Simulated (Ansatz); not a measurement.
**CAM-B3LYP/cc-pVDZ run of GeSiH6 (SMILES [SiH3][GeH3])**

What is the electronic atomisation energy of GeSiH6 at CAM-B3LYP/cc-pVDZ? 

The results are computed with Ansatz 0.2.0.

48 further runs of the same task are left out: 7 that didn't finish, 41 set aside as unsound or not needed. Runs told in other sessions of the task aren't counted.

### Step 1. Starting point

GeSiH6 has 8 atoms, charge 0, and is taken as a singlet. As SMILES, `[SiH3][GeH3]`. Geometry: relaxed at PBE0-D4/def2-TZVP.

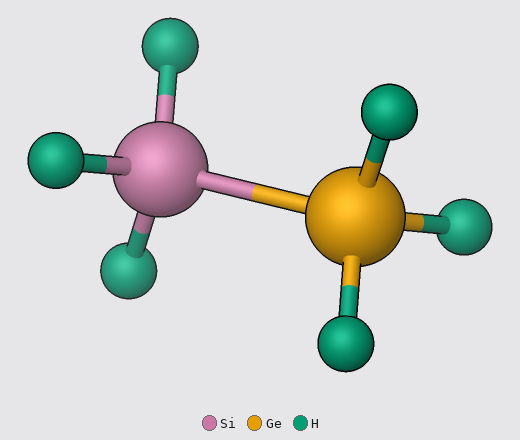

Viewed from a chosen angle; silicon pink, germanium amber, hydrogen teal.

### Step 2. A single-point energy at CAM-B3LYP/cc-pVDZ

in.yaml reads:

```yaml
crystal:
  periodic: [false, false, false]
  atoms:
    - {symbol: Si, position_ang: [-0.516700, 0.386500, -1.010200]}
    - {symbol: Ge, position_ang: [0.529700, -0.393800, 0.977400]}
    - {symbol: H, position_ang: [-1.894900, 0.857200, -0.710900]}
    - {symbol: H, position_ang: [-0.590800, -0.708400, -2.013300]}
    - {symbol: H, position_ang: [0.260800, 1.514500, -1.587400]}
    - {symbol: H, position_ang: [0.619100, 0.733600, 2.019400]}
    - {symbol: H, position_ang: [1.954300, -0.890500, 0.679100]}
    - {symbol: H, position_ang: [-0.269300, -1.556200, 1.590100]}
basis:
  gaussian:
    orbitals: cc-pVDZ
magnetization:
  spin_polarized: false
  initial_magnetization: 0
hamiltonian:
  xc: {name: CAM-B3LYP}
accuracy: high
output: {orbitals: {seedname: orbitals}}
```

Command:

```sh
ansatz run in.yaml --threads 1 --pin off --max-ram 3480MiB --events-out events.jsonl --progress --plain --runs-dir runs
```

Standard output:

```text
Warning: RAYON_NUM_THREADS=1 ignored (pool sized by the plan → 1); use --threads N
Functional definition: CAM-B3LYP
  name "CAM-B3LYP"
  parameter alpha = 0.19
  parameter beta = 0.46
  parameter omega = 0.33/bohr
  parameter ac = 0.81
  exchange = (1 - alpha - beta)*b88_x + beta*b88_x_sr(omega) + alpha*exact_x + beta*exact_x_lr(omega)
  correlation = (1 - ac)*vwn5_c + ac*lyp_c
1748 factors; integrals over basis functions are off by at most 4.7e-9 eV
389 factors; integrals over basis functions are off by at most 1.8e-9 eV
mean field evaluation 1: about -64495.2986 eV, gradient 7.0e0 eV
mean field evaluation 2: about -64495.4554 eV, gradient 2.1e0 eV
mean field evaluation 4: about -64495.4660 eV, gradient 7.9e-1 eV
mean field evaluation 8: about -64495.5305 eV, gradient 3.7e-3 eV
mean field evaluation 16: about -64495.5305 eV, gradient 3.2e-7 eV
mean field -64495.53053942 eV, -2370.1670306829 hartree, gradient 4.4e-8 eV, S^2 0.000000; 0 other end points of the search recorded, 0 dependent functions left out
reference -64495.53056008 eV, -2370.1670314423 hartree; 26, 26 occupied and 49, 49 virtual orbitals, 1748 factors
Total energy: -64495.53056008 eV, -2370.1670314423 hartree
```

It took 7.8 s on 1 thread of Arm Neoverse V1, shared host; peak memory 0.28 GiB.

### Step 3. The Ge atom, same level

input.yaml reads:

```yaml
crystal:
  periodic: [false, false, false]
  atoms:
    - {symbol: Ge, position_ang: [0.000000, 0.000000, 0.000000]}
basis:
  gaussian:
    orbitals: cc-pVDZ
hamiltonian:
  xc: {name: CAM-B3LYP}
total_charge: 0
magnetization:
  spin_polarized: true
  initial_magnetization: 2
accuracy: high
```

Run the same way, it converges to -2077.01002 Eh (log not shown).

### Step 4. The H atom, same level

job.yaml reads:

```yaml
crystal:
  periodic: [false, false, false]
  atoms:
    - {symbol: H, position_ang: [0.000000, 0.000000, 0.000000]}
basis:
  gaussian:
    orbitals: cc-pVDZ
magnetization:
  spin_polarized: true
  initial_magnetization: 1
hamiltonian:
  xc: {name: CAM-B3LYP}
accuracy: high
```

Command:

```sh
ansatz run job.yaml --threads 1 --pin off --max-ram 3480MiB --events-out events.jsonl --progress --plain --runs-dir runs
```

Standard output, cut to the lines that bear on the results:

```text
Warning: RAYON_NUM_THREADS=1 ignored (pool sized by the plan → 1); use --threads N
[... 8 set-up lines as earlier in the session ...]
15 factors; integrals over basis functions are off by at most 4.6e-8 eV
15 factors; integrals over basis functions are off by at most 8.5e-10 eV
mean field evaluation 1: about -13.5409 eV, gradient 7.1e-1 eV
mean field evaluation 2: about -13.5416 eV, gradient 7.3e-1 eV
mean field evaluation 4: about -13.5484 eV, gradient 6.8e-5 eV
mean field evaluation 8: about -13.5484 eV, gradient 4.1e-10 eV
mean field -13.54838089 eV, -0.4978938142 hartree, gradient 3.6e-10 eV, S^2 0.750000; 0 other end points of the search recorded, 0 dependent functions left out
reference -13.54839015 eV, -0.4978941546 hartree; 1, 0 occupied and 4, 5 virtual orbitals, 15 factors
Total energy: -13.54839015 eV, -0.4978941546 hartree
```

Run time: 0.18 s. Hardware: 1 thread of Arm Neoverse V1, shared host.

### Step 5. The Si atom

molecule.yaml reads:

```yaml
crystal:
  periodic: [false, false, false]
  atoms:
    - {symbol: Si, position_ang: [0.000000, 0.000000, 0.000000]}
basis:
  gaussian:
    orbitals: cc-pVDZ
magnetization:
  spin_polarized: true
  initial_magnetization: 2
hamiltonian:
  xc: {name: CAM-B3LYP}
accuracy: high
```

Run the same way, it converges to -289.37332 Eh (log not shown).

### Step 6. Results

At CAM-B3LYP/cc-pVDZ:

```
                     quantity           value
       molecule: total energy  -2370.16703 Eh
        molecule: HOMO energy        -9.49 eV
        molecule: LUMO energy         1.69 eV
      molecule: HOMO–LUMO gap        11.19 eV
        Ge atom: total energy  -2077.01002 Eh
                Ge atom: ⟨S²⟩           2.003
         H atom: total energy     -0.49789 Eh
                 H atom: ⟨S²⟩           0.750
        Si atom: total energy   -289.37332 Eh
                Si atom: ⟨S²⟩           2.004
electronic atomisation energy       21.669 eV
```

**Reading.** Taking the molecule apart into free atoms costs 21.67 eV (500 kcal/mol), before zero-point energy and without spin-orbit coupling.
